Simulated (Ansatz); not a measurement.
Consider CsTcF3 (cubic perovskite) (Pm-3m).

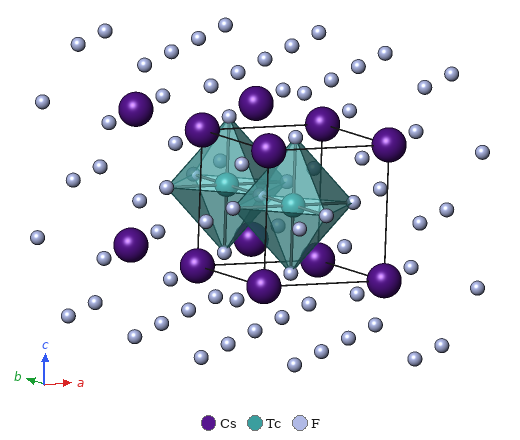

The structure (caesium purple, technetium teal, fluorine light blue). 1×2×1 cells are drawn. Some periodic images of atoms are drawn too.

The structure was built from a prototype and need not be the compound's stable phase.

It takes space group Pm-3m (No. 221, cubic). The conventional cell has a = 4.339 Å, b = 4.339 Å, c = 4.339 Å, α = 90.00°, β = 90.00°, γ = 90.00°. Cs has 12 F at 3.07 Å nearest. Nearest to Tc lie 6 F at 2.17 Å. Nearest to F lie 2 Tc at 2.17 Å and 4 Cs at 3.07 Å. Farther neighbours and most contacts between anions are not listed.

```xyz
5
Lattice="0.0000 -4.3393 0.0000 0.0000 0.0000 4.3393 -4.3393 0.0000 0.0000" Properties=species:S:1:pos:R:3 pbc="T T T"
Cs    0.0000    0.0000    0.0000
Tc   -2.1696   -2.1696    2.1696
F     0.0000   -2.1696    2.1696
F    -2.1696   -2.1696    0.0000
F    -2.1696    0.0000    2.1696
```

The structure was relaxed with PBE. The structure type comes from a generator and need not be one that this composition takes. The structure was generated from a model, not taken from a measurement. The runs that relaxed it are not among those shown. The program's search for lower electronic states was switched off, so nothing shows that the state found is the lowest. Spin-orbit coupling is left out unless a run names it. PAW set soft_2, made with PBE.

A constrained-RPA run (Ansatz 0.2.0; non-magnetic PBE; Tc d, bands v3 to c2, 4×4×4 mesh, medium accuracy) builds 5 functions on bands 4.0 eV wide, with 5.0 electrons in the window. The bare on-site interaction is 14.0 eV and the bare J 0.51 eV.

What U and J survive the screening?

On the Tc d shell, U = 5.13 eV (37 % of the bare value), U′ = 4.34 eV, J = 0.39 eV.

The parent state is non-magnetic and the interaction static (zero frequency); U depends on the window and the orbitals, so it belongs to this model alone.

[Paths, hosts, dates, memory and timing lines, banners, echoed tables and standing remarks are left out of the program output.]

[Logs are printed without paths, hosts, clocks, repeated set-up lines and the standing remarks that a program may print on its own settings, such as how far it seeks lower states.]

[Runs of the session that timed out or met a known fault of the program may be left out.]

[Hosts, paths, dates, database ids (printed as entryN), source tags and the programs' standing remarks are cut or masked in the printed files.]
